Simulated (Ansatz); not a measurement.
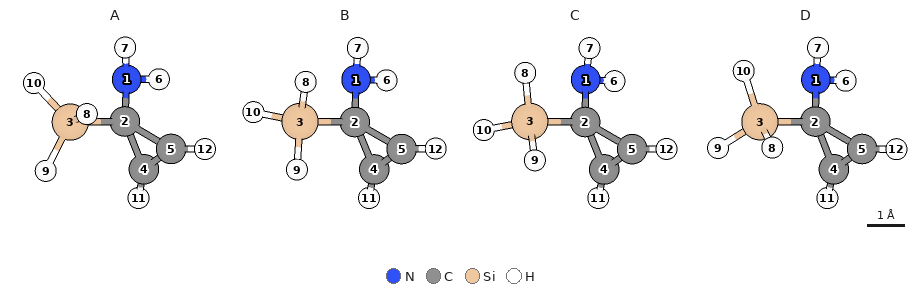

4 geometries from a converged minimum-energy path of C3H7NSi, shuffled. The picture is a ball-and-stick view, seen at a tilt.

Method: RKS r2SCAN/def2-SVP (Ansatz). Run with 5 movable images; climbing image; force threshold 0.05 eV/Å; iteration limit 60; starting path through a guess of the saddle point.

One of them is the converged climbing image. Which?

Answer. A. In order along the path, whose images run from 0 to 6: D (image 1, +0.021 eV), A (image 3, +0.076 eV), B (image 5, +0.022 eV), C (image 6, 0.000 eV). The motion is a rotation about the C2–Si3 bond by about 120°. No bond forms or breaks between the ends. Bond angles that change up to the highest image, for instance: Si3–C2–C5 122.8° → 119.3°, N1–C2–Si3 111.0° → 114.4°.

Cost: 2.6 min on 2 threads of Arm Neoverse V1, with other jobs on the host, peak memory 0.17 GiB.
